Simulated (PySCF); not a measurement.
# C9H8O2: NMR shifts at several levels of theory, part 2 of 2

PySCF 2.14.0. Atoms count from 0. Earlier steps stand in the parts before.

## (5) NMR shieldings: wB97X-D/pcSseg-1

What the job is given:

```
{"job": {"kind": "nmr", "xc": "wB97X-D", "basis": "pcSseg-1", "pop": false}, "charge": 0, "multiplicity": 1}
O      3.584238    -1.657015     0.358904
C      2.869909    -0.691093     0.242434
O      3.359316     0.561244     0.198961
C      1.405250    -0.761638     0.137310
C      0.613489     0.319517     0.021657
C     -0.843265     0.336181    -0.079591
C     -1.499499     1.573816    -0.173111
C     -2.886333     1.645496    -0.266456
C     -3.644162     0.476374    -0.269430
C     -3.006001    -0.762996    -0.179089
C     -1.622410    -0.834019    -0.085080
H      4.320680     0.473353     0.276646
H      1.014417    -1.780488     0.167091
H      1.102301     1.298766     0.004203
H     -0.904926     2.491098    -0.170402
H     -3.377853     2.618375    -0.336765
H     -4.732898     0.527616    -0.342244
H     -3.596156    -1.682184    -0.182110
H     -1.138246    -1.810002    -0.015568
```

Level: GIAO wB97X-D/pcSseg-1 NMR shielding, non-relativistic, gas phase.

Log:

```text
coarse grid: 16912 points
cycle   1  E = -497.7195377454  dE =  2.424e+00  |g| = 9.773e-01  |ddm| = 4.364e+00
cycle   2  E = -497.6154785971  dE =  1.041e-01  |g| = 1.307e+00  |ddm| = 1.933e+00
cycle   3  E = -497.9041139793  dE = -2.886e-01  |g| = 1.663e-01  |ddm| = 1.164e+00
cycle   4  E = -497.9084235825  dE = -4.310e-03  |g| = 7.540e-02  |ddm| = 1.653e-01
cycle   5  E = -497.9094205263  dE = -9.969e-04  |g| = 1.309e-02  |ddm| = 6.983e-02
cycle   6  E = -497.9094677986  dE = -4.727e-05  |g| = 4.342e-03  |ddm| = 2.035e-02
cycle   7  E = -497.9094743435  dE = -6.545e-06  |g| = 1.504e-03  |ddm| = 7.431e-03
final grid: 166264 points
cycle   8  E = -497.9983650753  dE = -1.751e-04  |g| = 3.608e-03  |ddm| = 6.499e-02
cycle   9  E = -497.9983681198  dE = -3.044e-06  |g| = 2.252e-03  |ddm| = 1.026e-02
cycle  10  E = -497.9983691961  dE = -1.076e-06  |g| = 9.685e-04  |ddm| = 2.668e-03
cycle  11  E = -497.9983694335  dE = -2.375e-07  |g| = 2.882e-04  |ddm| = 1.747e-03
cycle  12  E = -497.9983694558  dE = -2.230e-08  |g| = 9.595e-05  |ddm| = 3.266e-04
cycle  13  E = -497.9983694590  dE = -3.200e-09  |g| = 4.886e-05  |ddm| = 2.010e-04
cycle  14  E = -497.9983694599  dE = -8.208e-10  |g| = 1.627e-05  |ddm| = 8.752e-05
converged SCF energy = -497.9983694599

GIAO shielding tensors (ppm)
atom      isotropic    diamagn.    paramagn.     s11        s22        s33       span
  0 O     -100.897     398.678    -499.574   -330.731   -230.422    258.464    589.195
  1 C       14.697     246.920    -232.223    -86.875     51.491     79.474    166.349
  2 O      139.994     391.614    -251.620     -7.425    158.648    268.760    276.185
  3 C       62.135     254.832    -192.697    -34.142     80.339    140.208    174.351
  4 C       30.029     255.146    -225.117    -85.877     36.643    139.321    225.198
  5 C       45.497     258.158    -212.661    -53.780     13.776    176.495    230.275
  6 C       45.008     251.550    -206.541    -59.093     34.048    160.070    219.163
  7 C       49.059     254.214    -205.154    -64.118     36.321    174.975    239.093
  8 C       46.544     254.601    -208.058    -66.410     30.732    175.310    241.721
  9 C       49.222     253.424    -204.202    -64.060     35.898    175.829    239.890
 10 C       52.770     251.681    -198.911    -56.188     36.068    178.428    234.616
 11 H       25.784      27.319      -1.535     21.179     22.327     33.846     12.668
 12 H       24.960      33.716      -8.756     20.931     24.134     29.816      8.884
 13 H       23.699      33.489      -9.789     20.379     21.295     29.424      9.045
 14 H       23.978      32.386      -8.408     20.415     23.417     28.102      7.687
 15 H       23.844      28.337      -4.493     20.548     24.258     26.727      6.179
 16 H       23.855      27.185      -3.330     20.745     24.240     26.579      5.834
 17 H       23.810      29.099      -5.289     20.327     24.218     26.886      6.559
 18 H       23.302      33.736     -10.435     18.679     22.866     28.360      9.681
```

It took 23 s on 8 threads of AMD EPYC 9R14 (Zen 4), shared host.

Key values: δ C1 169.8, C4 154.5, C5 139.0, C8 138.0, H14 7.74, H13 7.68 ppm (means over like atoms).

## (6) NMR shieldings: KT2/pcSseg-1

The job, as its differences from that of step 5:

```diff
@@ -1,2 +1,2 @@
-{"job": {"kind": "nmr", "xc": "wB97X-D", "basis": "pcSseg-1", "pop": false}, "charge": 0, "multiplicity": 1}
+{"job": {"kind": "nmr", "xc": "KT2", "basis": "pcSseg-1", "pop": false}, "charge": 0, "multiplicity": 1}
 O      3.584238    -1.657015     0.358904
```

Level: GIAO KT2/pcSseg-1 NMR shielding, non-relativistic, gas phase.

Log:

```text
coarse grid: 16912 points
cycle   1  E = -506.2934770458  dE =  1.757e+00  |g| = 1.110e+00  |ddm| = 4.551e+00
cycle   2  E = -505.3756422260  dE =  9.178e-01  |g| = 2.288e+00  |ddm| = 3.811e+00
cycle   3  E = -506.4355369454  dE = -1.060e+00  |g| = 6.781e-01  |ddm| = 3.226e+00
cycle   4  E = -506.5328721137  dE = -9.734e-02  |g| = 1.496e-01  |ddm| = 7.097e-01
cycle   5  E = -506.5349585458  dE = -2.086e-03  |g| = 9.302e-02  |ddm| = 1.761e-01
cycle   6  E = -506.5368644584  dE = -1.906e-03  |g| = 3.250e-02  |ddm| = 1.095e-01
cycle   7  E = -506.5371540890  dE = -2.896e-04  |g| = 1.123e-02  |ddm| = 4.289e-02
cycle   8  E = -506.5371860526  dE = -3.196e-05  |g| = 2.318e-03  |ddm| = 1.406e-02
cycle   9  E = -506.5371870795  dE = -1.027e-06  |g| = 1.215e-03  |ddm| = 3.854e-03
final grid: 166264 points
cycle  10  E = -506.6122303560  dE = -3.627e-04  |g| = 1.483e-02  |ddm| = 1.560e-01
cycle  11  E = -506.6121798105  dE =  5.055e-05  |g| = 1.964e-02  |ddm| = 3.886e-02
cycle  12  E = -506.6122706428  dE = -9.083e-05  |g| = 8.211e-03  |ddm| = 2.978e-02
cycle  13  E = -506.6122865572  dE = -1.591e-05  |g| = 1.390e-03  |ddm| = 8.952e-03
cycle  14  E = -506.6122868910  dE = -3.338e-07  |g| = 6.599e-04  |ddm| = 1.803e-03
cycle  15  E = -506.6122869958  dE = -1.049e-07  |g| = 1.801e-04  |ddm| = 7.708e-04
cycle  16  E = -506.6122870036  dE = -7.794e-09  |g| = 6.950e-05  |ddm| = 2.495e-04
cycle  17  E = -506.6122870049  dE = -1.237e-09  |g| = 1.919e-05  |ddm| = 8.361e-05
cycle  18  E = -506.6122870050  dE = -8.458e-11  |g| = 7.668e-06  |ddm| = 2.659e-05
converged SCF energy = -506.6122870050

GIAO shielding tensors (ppm)
atom      isotropic    diamagn.    paramagn.     s11        s22        s33       span
  0 O      -87.085     399.517    -486.602   -290.926   -203.185    232.857    523.783
  1 C       26.002     247.064    -221.062    -62.215     61.735     78.486    140.701
  2 O      134.205     391.592    -257.387     -2.070    143.231    261.455    263.525
  3 C       71.417     254.390    -182.973    -10.241     85.338    139.153    149.394
  4 C       42.380     254.868    -212.488    -53.551     46.391    134.301    187.852
  5 C       54.097     256.763    -202.666    -30.285     20.174    172.403    202.688
  6 C       55.561     251.151    -195.590    -36.497     47.628    155.553    192.050
  7 C       59.012     253.431    -194.419    -42.143     49.232    169.948    212.091
  8 C       57.149     253.844    -196.695    -43.127     44.290    170.285    213.412
  9 C       59.342     252.710    -193.368    -41.816     48.752    171.090    212.906
 10 C       63.912     251.500    -187.587    -33.434     50.062    175.110    208.544
 11 H       26.088      28.012      -1.923     21.107     23.543     33.615     12.508
 12 H       25.065      33.920      -8.855     21.147     24.553     29.495      8.348
 13 H       24.002      33.780      -9.777     20.783     22.173     29.051      8.269
 14 H       24.173      32.758      -8.585     20.752     23.927     27.840      7.088
 15 H       23.983      28.351      -4.368     20.754     24.754     26.440      5.686
 16 H       24.020      27.259      -3.239     20.983     24.796     26.281      5.298
 17 H       23.964      29.105      -5.141     20.543     24.732     26.618      6.075
 18 H       23.482      34.043     -10.561     18.898     23.419     28.128      9.230
```

Run time: 15 s. Hardware: 8 threads of AMD EPYC 9R14 (Zen 4), shared host.

This run: δ C1 157.2, C4 140.8, C5 129.1, C8 126.1, H14 7.35, H15 7.21 ppm (means over like atoms).

## (7) NMR shieldings: HF/pcSseg-1

The job, as its differences from that of step 6:

```diff
@@ -1,2 +1,2 @@
-{"job": {"kind": "nmr", "xc": "KT2", "basis": "pcSseg-1", "pop": false}, "charge": 0, "multiplicity": 1}
+{"job": {"kind": "nmr", "xc": "HF", "basis": "pcSseg-1", "pop": false}, "charge": 0, "multiplicity": 1}
 O      3.584238    -1.657015     0.358904
```

With the program's defaults for keys left out, this is: GIAO HF/pcSseg-1 NMR shielding, non-relativistic, gas phase.

Log:

```text
final grid: 166264 points
cycle   1  E = -494.9062788500  dE =  3.222e+00  |g| = 9.160e-01  |ddm| = 4.270e+00
cycle   2  E = -495.0623144540  dE = -1.560e-01  |g| = 5.927e-01  |ddm| = 1.320e+00
cycle   3  E = -495.1239416785  dE = -6.163e-02  |g| = 1.173e-01  |ddm| = 5.712e-01
cycle   4  E = -495.1279920738  dE = -4.050e-03  |g| = 4.178e-02  |ddm| = 1.949e-01
cycle   5  E = -495.1284145874  dE = -4.225e-04  |g| = 9.720e-03  |ddm| = 5.162e-02
cycle   6  E = -495.1284652157  dE = -5.063e-05  |g| = 4.387e-03  |ddm| = 1.787e-02
cycle   7  E = -495.1284791832  dE = -1.397e-05  |g| = 1.694e-03  |ddm| = 1.190e-02
cycle   8  E = -495.1284812057  dE = -2.022e-06  |g| = 6.921e-04  |ddm| = 4.436e-03
cycle   9  E = -495.1284814993  dE = -2.937e-07  |g| = 1.970e-04  |ddm| = 1.843e-03
cycle  10  E = -495.1284815266  dE = -2.724e-08  |g| = 9.830e-05  |ddm| = 3.887e-04
cycle  11  E = -495.1284815330  dE = -6.463e-09  |g| = 3.778e-05  |ddm| = 2.064e-04
cycle  12  E = -495.1284815344  dE = -1.358e-09  |g| = 1.831e-05  |ddm| = 8.594e-05
cycle  13  E = -495.1284815348  dE = -4.113e-10  |g| = 8.738e-06  |ddm| = 5.242e-05
converged SCF energy = -495.1284815348

GIAO shielding tensors (ppm)
atom      isotropic    diamagn.    paramagn.     s11        s22        s33       span
  0 O      -81.328     397.762    -479.090   -315.485   -215.237    286.738    602.223
  1 C       18.337     245.703    -227.366    -94.966     55.568     94.410    189.376
  2 O      167.977     392.925    -224.948     25.195    187.968    290.767    265.572
  3 C       71.996     254.144    -182.147    -34.517    100.439    150.066    184.583
  4 C       33.628     254.741    -221.113    -97.340     46.796    151.428    248.768
  5 C       52.475     259.056    -206.581    -53.938     24.517    186.845    240.783
  6 C       50.005     251.465    -201.460    -62.344     41.807    170.553    232.897
  7 C       55.425     255.518    -200.093    -63.633     45.948    183.960    247.593
  8 C       51.038     256.070    -205.033    -68.830     37.803    184.140    252.969
  9 C       55.426     254.559    -199.134    -63.738     45.431    184.584    248.321
 10 C       56.578     250.859    -194.280    -59.809     42.978    186.565    246.373
 11 H       25.789      27.067      -1.278     20.537     21.507     35.321     14.784
 12 H       25.205      33.269      -8.064     20.375     24.765     30.476     10.102
 13 H       23.751      33.092      -9.341     19.885     21.376     29.991     10.106
 14 H       24.147      32.164      -8.017     19.984     24.116     28.341      8.358
 15 H       24.107      28.693      -4.586     20.208     25.251     26.862      6.654
 16 H       24.054      27.575      -3.521     20.391     25.104     26.668      6.276
 17 H       24.063      29.416      -5.353     19.982     25.147     27.060      7.078
 18 H       23.403      33.293      -9.890     18.145     23.395     28.669     10.524
```

Wall time 11 s (8 threads of AMD EPYC 9R14 (Zen 4), shared host).

Key values: δ C1 172.5, C4 157.2, C8 139.8, C5 138.4, H13 7.93, H14 7.91 ppm (means over like atoms).

## (8) Comparing the runs: NMR shifts

Shifts (ppm) of some atoms, chosen among heavy atoms and hydrogens apart, means over like atoms, with basis size and wall time:

```tsv
run	C1	C4	C6	H13	H11	O0	O2	functions	time
PBE0/pcSseg-1	168.3	153.0	134.6	7.63	5.50	441.5	197.0	227	19 s
PBE/pcSseg-1	164.5	149.9	132.0	7.45	5.27	446.3	209.4	227	15 s
wB97X-D/pcSseg-1	169.8	154.5	135.6	7.68	5.60	434.1	193.2	227	23 s
KT2/pcSseg-1	157.2	140.8	123.5	7.18	5.09	417.7	196.5	227	15 s
HF/pcSseg-1	172.5	157.2	137.6	7.93	5.90	414.6	165.3	227	11 s
```

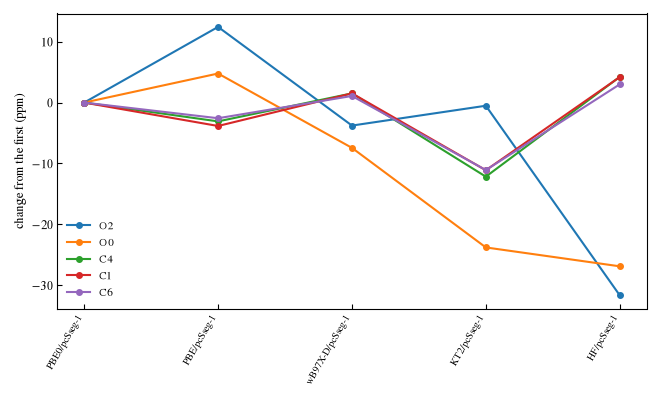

How five of the tabulated atoms move from run to run.

## (9) Summary of results

The summary covers parts 1 to 2.

```
                                                               quantity                                                value
                                                            point group                                                   Cs
                                   rotational constants (main isotopes)                                 3.69, 0.48, 0.42 GHz
¹³C shifts against TMS (PBE0/pcSseg-1, means over atoms taken as alike)  168.3, 153.0, 138.5, 136.9, 134.6, 134.4, 121.7 ppm
 ¹H shifts against TMS (PBE0/pcSseg-1, means over atoms taken as alike)               7.72, 7.63, 7.54, 7.50, 6.40, 5.50 ppm
                                 ¹⁷O shifts against H2O (PBE0/pcSseg-1)                                     441.5, 197.0 ppm
                                               range of the shift of O2                                   165.3 to 209.4 ppm
```

**Reading.** Single values in the summary come from the first sound run of each kind (PBE0/pcSseg-1), which need not be the best level. The optimisation took 8 steps and gained 0.046 eV; among the close pairs (by a distance rule), C10–H18 changed most, from 1.079 to 1.092 Å. C1 (carboxylic acid carbon) lies farthest downfield among carbon, at 168.3 ppm; it is a carbonyl in resonance with an O or N lone pair, the region of acids, esters and amides. At PBE0/pcSseg-1: Shielding is most anisotropic at O0 (span 596 ppm, paramagnetic term -505 ppm). NICS(1)zz of -26 ppm above the planar ring from C5 marks a diatropic (aromatic) ring current. Across the 5 runs the shift of O2 moves most, between 165.3 (HF/pcSseg-1) and 209.4 ppm (PBE/pcSseg-1).
